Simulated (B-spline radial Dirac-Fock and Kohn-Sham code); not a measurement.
# W³⁺: core levels and X-ray properties

What does theory give for W³⁺? The session works out how cheaper methods do for the levels.

The numbers are computed with B-spline radial Dirac-Fock and Kohn-Sham code (version 2): a free atom or ion on a radial basis; each step names its model.

### Step 1. The atom as given

W³⁺, configuration [Xe] 4f14 5d3.

| Item | Value |
| --- | --- |
| nuclear charge | 74 |
| electrons | 71 |
| mass number | 184 |
| nuclear rms radius | 5.3658 fm |

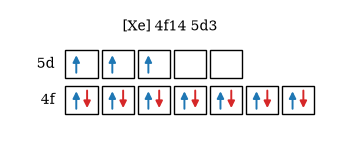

The shells outside the core; arrows follow Hund's rule for the drawing alone (heavy ions are jj-coupled), while the calculation averages over the configuration.

### Step 2. Dirac PBE, for comparison

Model: Dirac-Kohn-Sham PBE, finite nucleus, spherical and without spin polarisation.

Recorded inputs:

```ini
task = binding-ladder
Z = 74
charge = 3
configuration = 1s2 2s2 2p6 3s2 3p6 3d10 4s2 4p6 4d10 4f14 5s2 5p6 5d3
mass_number = 184
rms_radius = 5.3658  # fm
method = pbe,pbe
relativity = dirac
```

Main fields of the result record, rounded:

```text
status: converged
shells: ["K", "L1", "L2", "L3", "M1", "M2", "M3", "M4", "M5", "N1", "N2", "N3", "N4", "N5", "N6", "N7", "O1", "O2", "O3", "O4,5"]
minus_eigenvalue [eV]: [69401.1, 11995.0, 11474.2, 10121.5, 2784.71, 2552.2, 2259.7, 1867.35, 1803.73, 597.485, 500.952, 433.176, 274.435, 261.945, 63.386, 61.1451, 107.707, 78.9804, 68.9926, 31.0854]
delta_scf [eV]: [69957.8, 12096.4, 11605.1, 10234.0, 2814.16, 2583.92, 2288.46, 1902.06, 1837.35, 611.562, 514.949, 446.649, 287.641, 274.994, 75.4194, 73.0816, 116.333, 87.1148, 76.704, 37.1872]
total_energy [Ha]: -16161.4891
dirac_fock_binding [eV]: [69560.1, 12146.2, 11582.7, 10245.2, 2865.33, 2616.7, 2323.85, 1910.61, 1848.21, 640.82, 537.272, 469.453, 299.26, 286.782, 72.2336, 70.1046, 120.247, 86.791, 76.7281, 36.0044]
```

Beside the Dirac-Fock ΔSCF result with Breit and QED, in eV:

| level | -ε | miss | ΔSCF | miss | Dirac-Fock |
| --- | --- | --- | --- | --- | --- |
| K | 69401.1 | -159.1 | 69957.8 | +397.7 | 69560.1 |
| L1 | 11995.0 | -151.2 | 12096.4 | -49.8 | 12146.2 |
| L2 | 11474.2 | -108.4 | 11605.1 | +22.4 | 11582.7 |
| L3 | 10121.5 | -123.7 | 10234.0 | -11.2 | 10245.2 |
| M1 | 2784.7 | -80.6 | 2814.2 | -51.2 | 2865.3 |
| M2 | 2552.2 | -64.5 | 2583.9 | -32.8 | 2616.7 |
| M3 | 2259.7 | -64.2 | 2288.5 | -35.4 | 2323.9 |
| M4 | 1867.3 | -43.3 | 1902.1 | -8.5 | 1910.6 |
| M5 | 1803.7 | -44.5 | 1837.4 | -10.9 | 1848.2 |
| N1 | 597.5 | -43.3 | 611.6 | -29.3 | 640.8 |
| N2 | 501.0 | -36.3 | 514.9 | -22.3 | 537.3 |
| N3 | 433.2 | -36.3 | 446.6 | -22.8 | 469.5 |
| N4 | 274.4 | -24.8 | 287.6 | -11.6 | 299.3 |
| N5 | 261.9 | -24.8 | 275.0 | -11.8 | 286.8 |
| N6 | 63.39 | -8.8 | 75.42 | +3.2 | 72.23 |
| N7 | 61.15 | -9.0 | 73.08 | +3.0 | 70.10 |
| O1 | 107.7 | -12.5 | 116.3 | -3.9 | 120.2 |
| O2 | 78.98 | -7.8 | 87.11 | +0.3 | 86.79 |
| O3 | 68.99 | -7.7 | 76.70 | 0.0 | 76.73 |
| O4,5 | 31.09 | -4.9 | 37.19 | +1.2 | 36.00 |

### Step 3. Cost and miss of the cheaper method

| method | level | eigenvalue miss (%) | ΔSCF miss (%) | time |
| --- | --- | --- | --- | --- |
| Dirac PBE | K | -0.23 | +0.57 | 14 s |

Times cover the ground state and all hole states of a step, on one thread of a shared host; states solved in an earlier step are reused, and a first call can include compiling.

### Step 4. Summary of results

| quantity | value |
| --- | --- |
| Dirac PBE, K: eigenvalue / ΔSCF | 69401.1 / 69957.8 eV |

**Reading.** Dirac PBE misses the K level by -0.2 % with its eigenvalue and by +0.6 % with ΔSCF. Breit and QED terms, which only the reference holds, shift this level by tenths of a per cent, so the eigenvalue's nearness can be cancellation. The Hartree-Fock and Dirac-Fock values hold no electron correlation.
